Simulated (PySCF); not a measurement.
Vertical excitations of a molecule C3H4BNO2 from PySCF with TDDFT-PBE/def2-SVPD, as energy in eV (oscillator strength): 2.34 (0.000), 3.37 (0.000), 4.53 (0.000), 4.84 (0.000), 4.91 (0.009), 5.48 (0.000), 5.74 (0.064), 5.92 (0.115), 6.10 (0.021), 6.29 (0.071). Lowest triplet (TDA): 2.00 eV. Geometry: PBE0-D3(BJ)/def2-SVP. One conformer was computed; it need not be the lowest.

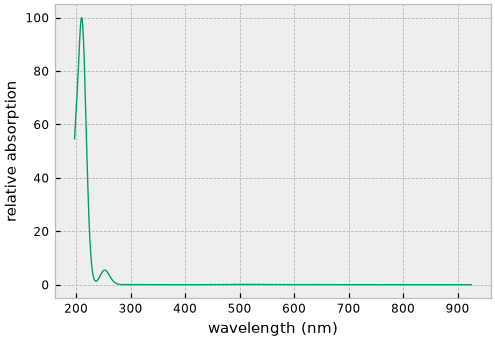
Figure. The lines broadened by 0.4 eV.

Which molecule gave these data?
A. N#C/C=C/B(O)O
B. O=C1CB(O)C=N1
C. C=C1C=NB(O)O1
D. C=C1N=COB1O

B, O=C1CB(O)C=N1
